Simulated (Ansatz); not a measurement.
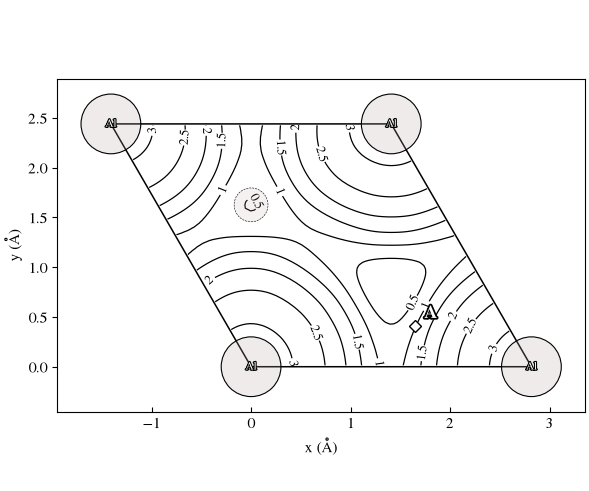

O on an Al(111) slab cut from the Fm-3m phase, its upper half relaxed before the scan (12 atoms of substrate and one adsorbate in a 2 × 2 cell). O is moved over the surface cell; relaxed at each place: the height of the adsorbate's atoms; substrate rigid; the origin of the map has the adsorbate above Al9. Places are given modulo a cell vector. The map is drawn in real space over the plane of the surface. The scan uses a 6 × 6 grid; 10 points were computed and 26 follow by symmetry. Places are given in fractions of the 1 × 1 surface cell. Energies are in eV, from the lowest grid point. All numbers below come from Ansatz, DFT LDA, scalar-relativistic, plane waves, PAW. Settings: cutoff 420 eV, k-mesh 6×6×1, gaussian smearing 0.1 eV, no spin polarisation.

The picture shows contour lines labelled in eV, labelled circles for the atoms of the top layer and small ones for the second layer, the outline of one cell of the plane, the point A. Between grid points the surface is interpolated.

Question: Which way does the force act at A, and how strong is it?

Answer: A, at (4/6, 1/6) of the cell vectors, is not a stationary point. The computed force is 3.5 eV/Å in the plane, pointing up and left in the picture (components −3.2 and 1.5 eV/Å).
